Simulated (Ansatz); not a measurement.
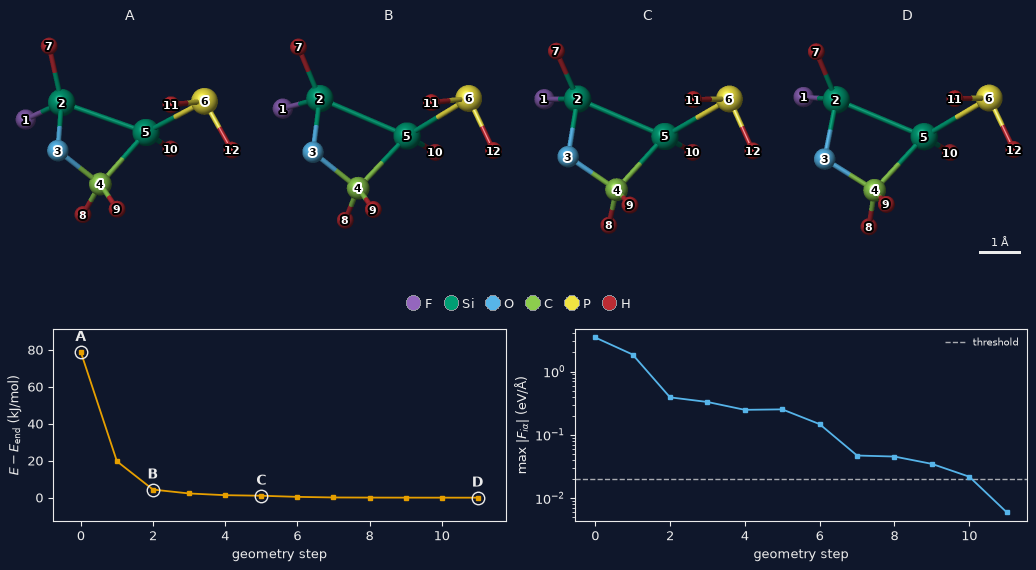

Frames of a relaxation of CH₆FOPSi₂, marked on the history of the run. Style: ball-and-stick. Shown at a tilt.

The run prepares an end point of a later path (hydrogen shift) calculation, from a guessed geometry.

These are results of Ansatz 0.2.0, RKS PBE/def2-SVP, not measurements. Settings: no spin polarisation; force threshold 0.02 eV/Å; at most 50 steps.

> What happens along the run?

After 11 geometry steps the energy has fallen by 78.8 kJ/mol. The largest force component goes from 3.4 to 0.006 eV/Å. The atom that moves furthest after the best rigid fit is F1 (0.60 Å). Largest moves by element: F 0.60 Å, O 0.48 Å, H 0.40 Å, P 0.22 Å, C 0.18 Å, Si 0.12 Å. Some distances before and after: Si2–Si5 2.206 → 2.344 Å, F1–Si2 1.533 → 1.642 Å, C4–Si5 1.861 → 1.956 Å, Si5–P6 2.188 → 2.282 Å. Among the angles between lasting bonds that change: Si2–O3–C4 96.8° → 106.6°, F1–Si2–H7 113.4° → 104.8°, C4–Si5–P6 111.3° → 119.4°. Groups turn about O3–C4 by about 25°, Si2–Si5 by about 20°. The run took 22 s on 2 threads of Intel(R) Xeon(R) 6975P-C (Granite Rapids), on a shared host, peak memory 0.2 GiB. From step 0 to 2: F1 moves most (0.30 Å), energy −74.4 kJ/mol. From step 2 to 5: F1 moves most (0.26 Å), energy −3.33 kJ/mol. From step 5 to 11: O3 moves most (0.12 Å), energy −1.05 kJ/mol.

| step | E − E(0), kJ/mol | largest force component, eV/Å |
| --- | --- | --- |
| 0 | 0.00 | 3.4487 |
| 1 | -59.12 | 1.8550 |
| 2 | -74.44 | 0.3912 |
| 3 | -76.54 | 0.3306 |
| 4 | -77.47 | 0.2484 |
| 5 | -77.77 | 0.2526 |
| 6 | -78.38 | 0.1476 |
| 7 | -78.71 | 0.0472 |
| 8 | -78.77 | 0.0454 |
| 9 | -78.80 | 0.0348 |
| 10 | -78.81 | 0.0218 |
| 11 | -78.82 | 0.0060 |
